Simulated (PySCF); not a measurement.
**Run report: CH2ClGeN, excited-state calculation**

- system: CH2ClGeN
- method: TDDFT B3LYP/def2-SVPD, vertical, gas phase, core orbitals frozen in the response (PySCF 2.14.0)

The geometry comes from this level: PBE0-D3(BJ)/def2-SVP.

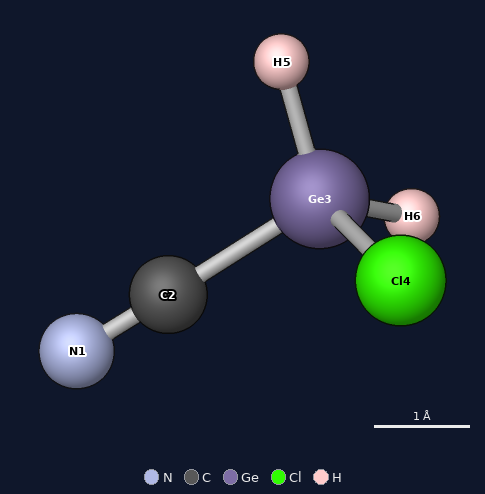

Fig. 1: The input geometry (ball-and-stick view, seen at a tilt; atoms are numbered from 1 in the order of the input). Sticks mark near contacts. Bond lengths as drawn: Cl–Ge 2.15 Å, C–Ge 1.92 Å, C–N 1.16 Å and Ge–H 1.53 Å.

### Input
```
{"job": {"kind": "uv", "xc": "B3LYP", "basis": "def2-SVPD", "ip": true}, "charge": 0, "multiplicity": 1}
N      2.503396     0.231124    -0.059854
C      1.354767     0.077333    -0.035318
Ge    -0.545432    -0.207142     0.010245
Cl    -1.449561     1.738894    -0.053184
H     -0.897087    -0.881792     1.334687
H     -0.942410    -0.988293    -1.240860
```

The first line tells a small driver script what to run in PySCF; the rest is the geometry in Å.

Run on 1 CPU thread, shared host.

Run as:
```bash
OMP_NUM_THREADS=1 python <driver script> task.json out
```

### Output
```
coarse grid: 28976 points
cycle   1  E = -2630.7993778986  dE = -2.948e-01  |g| = 6.256e-01  |ddm| = 3.027e+00
cycle   2  E = -2630.5634477952  dE =  2.359e-01  |g| = 1.199e+00  |ddm| = 1.853e+00
cycle   3  E = -2630.8569053006  dE = -2.935e-01  |g| = 3.043e-01  |ddm| = 1.296e+00
cycle   4  E = -2630.8753922769  dE = -1.849e-02  |g| = 2.811e-02  |ddm| = 2.509e-01
cycle   5  E = -2630.8755431154  dE = -1.508e-04  |g| = 1.036e-02  |ddm| = 4.348e-02
cycle   6  E = -2630.8755752003  dE = -3.208e-05  |g| = 1.200e-03  |ddm| = 1.423e-02
cycle   7  E = -2630.8755755648  dE = -3.646e-07  |g| = 3.021e-04  |ddm| = 1.823e-03
final grid: 57728 points
cycle   8  E = -2630.8755612746  dE =  3.251e-09  |g| = 4.099e-04  |ddm| = 1.536e-03
cycle   9  E = -2630.8755611328  dE =  1.418e-07  |g| = 9.059e-04  |ddm| = 1.088e-03
cycle  10  E = -2630.8755613092  dE = -1.764e-07  |g| = 1.544e-04  |ddm| = 7.683e-04
cycle  11  E = -2630.8755613152  dE = -5.943e-09  |g| = 1.284e-05  |ddm| = 1.759e-04
cycle  12  E = -2630.8755613152  dE = -3.092e-11  |g| = 1.150e-06  |ddm| = 1.181e-05
```

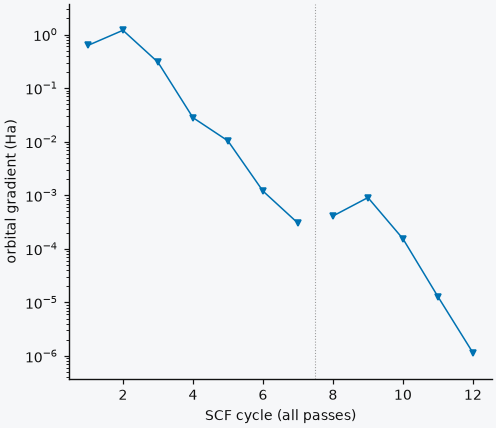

Fig. 2: Convergence of the self-consistent field: orbital gradient against the SCF cycle. The dotted line marks the change from a coarse to the final integration grid. The first 7 cycles use a coarse grid, the final grid takes over at cycle 8, and the field converges after 12 cycles in all.

```
converged SCF energy = -2630.8755613152

Static polarisability (au): isotropic 58.423, principal 48.086 56.517 70.667

Singlet excitations
state   eV       nm        f      main configurations
  1   6.2801    197.4   0.00690   H->L 0.97
  2   6.4242    193.0   0.01732   H-1->L 0.98
  3   6.7160    184.6   0.00286   H-2->L 0.89
  4   7.0678    175.4   0.01936   H-3->L 0.68, H-2->L+1 0.24
  5   7.2775    170.4   0.00046   H-3->L+1 0.54, H-1->L+1 0.39
  6   7.5035    165.2   0.00336   H-4->L 0.52, H->L+1 0.23, H-1->L+2 0.18
  7   7.5352    164.5   0.00851   H->L+2 0.79, H-1->L+1 0.11
  8   7.5575    164.1   0.01306   H->L+1 0.65, H-4->L 0.27
  9   7.6318    162.5   0.00147   H-1->L+1 0.45, H-3->L+1 0.32, H->L+2 0.18
 10   7.6684    161.7   0.00322   H-1->L+2 0.79, H-4->L 0.15

Triplet excitations (Tamm-Dancoff, eV): 5.6909 5.8913 6.0246 6.1829
Vertical ionisation energy (delta-SCF) = 11.6313 eV
Vertical electron affinity (delta-SCF) = -0.0850 eV
```

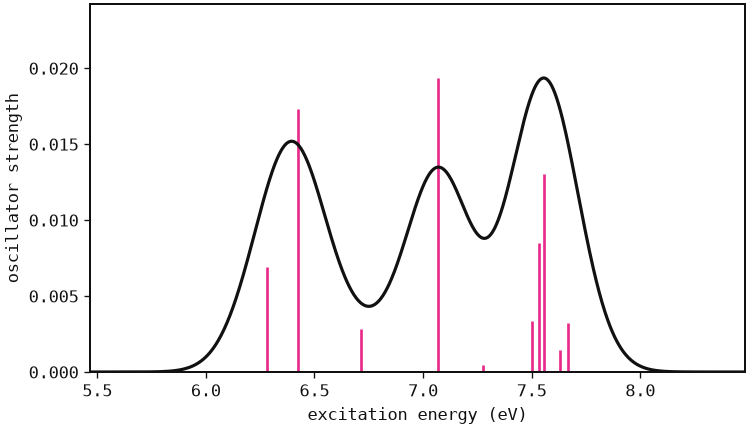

Fig. 3: Computed excitations as sticks (degenerate states added up, dark ones marked on the axis), with a Gaussian envelope of 0.35 eV full width at half maximum, scaled to the tallest. Of the 10 states the lowest lies at 6.28 eV (f = 0.007); the strongest line is at 7.07 eV, or 175 nm (f = 0.019).

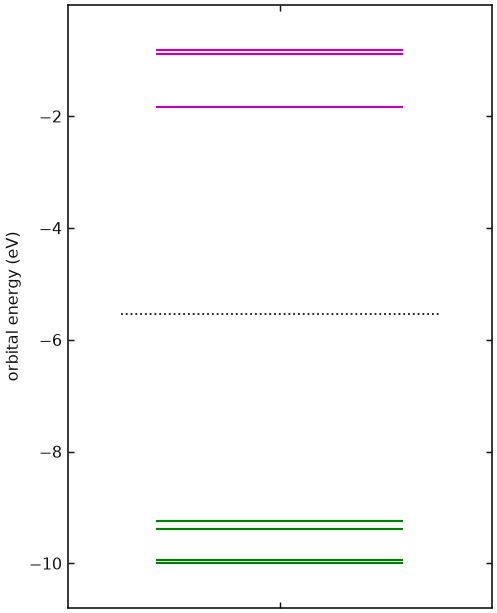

Fig. 4: Orbital energies near the frontier; the dotted line parts filled from empty levels, and levels within 0.02 eV of each other stand side by side. Highest filled −9.25 eV, lowest empty −1.84 eV, 7.41 eV apart.

### Key numbers

```tsv
quantity	value
outcome	converged
total energy	−2630.875561 hartree
HOMO	−9.25 eV
LUMO	−1.84 eV
dipole moment	3.53 D
mean polarisability	58.42 a.u.
vertical ionisation energy	11.63 eV
vertical electron affinity	−0.09 eV
lowest singlet excitation	6.28 eV
wall time	41 s
peak memory	0.53 GiB
```

Spin–orbit coupling is left out, which matters for the heavy atoms.
